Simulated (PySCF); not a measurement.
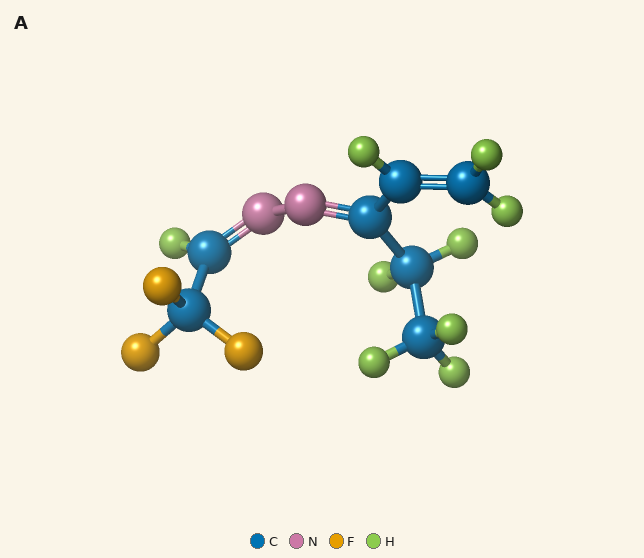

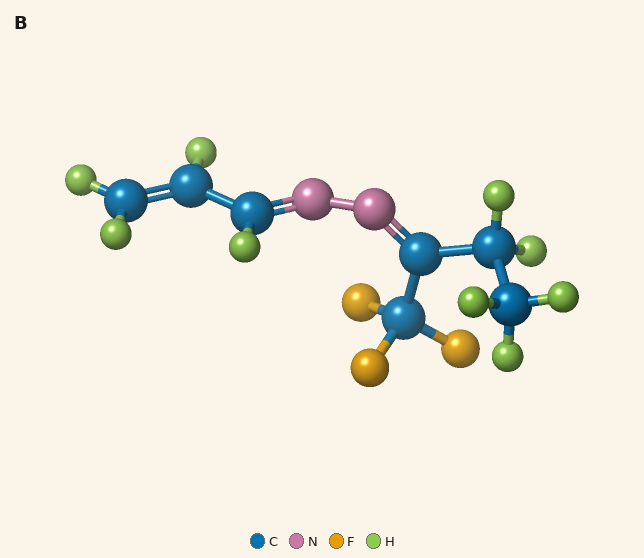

2 stationary structures of one formula. Geometries: GFN2-xTB. Electronic energies: PBE0/pcSseg-1 (PySCF 2.14.0), without zero-point energy. No frequency run is at hand to confirm each as a minimum. Each is one conformer, not always the lowest.

> How are they related?

They are constitutional isomers of C7H9F3N2: A `C=C/C(CC)=N/N=C\C(F)(F)F`, B `C=C/C=N/N=C(/CC)C(F)(F)F`.

> Which structure is the most stable?

B is lowest; A lies 0.103 eV above it.
